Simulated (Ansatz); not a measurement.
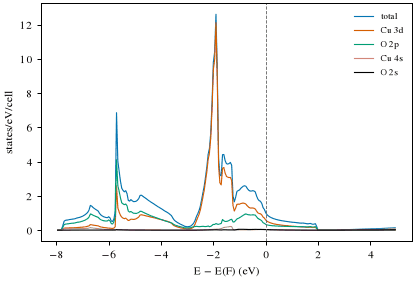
Figure: Total and projected density of states of CuO in space group I4/mmm (No. 139; Cu on 2a, O on 2b), the program Ansatz at the r²SCAN level (PAW)

**Question.** Which orbitals carry the states next to the Fermi level?

**Answer.** Within 0.5 eV of the Fermi level: Cu 3d 56 %, O 2p 37 %. Projections are on Löwdin-orthogonalised atomic valence shells; empty p or d shells of many metals are not among them.

**Question.** Where is the tallest occupied peak in this window, and what makes it?

**Answer.** Near -1.9 eV, about 13 states/eV per cell; the largest projected share is Cu 3d.

The start of the workflow was typed in or built on a structure type; neither database checked (COD, Materials Project) lists it. It is not the phase usual at ambient conditions (space group No. 15). The cell keeps a stress of up to 0.2 GPa. The r²SCAN relaxation kept the symmetry of its start; its stability against distortions is not shown here. The workflow began spin-polarised and lost its moments. The cell computed holds one magnetic atom, so no antiferromagnetic order was within reach. No Hubbard U is applied. The compound may be a true metal, but semilocal functionals without U, or a wrong spin order, can also close a gap.

Potentials: the earlier of the program's two PAW sets. The files were generated under PBE; for other functionals the program regenerates the frozen cores, and for LDA and PBEsol the local potential too.
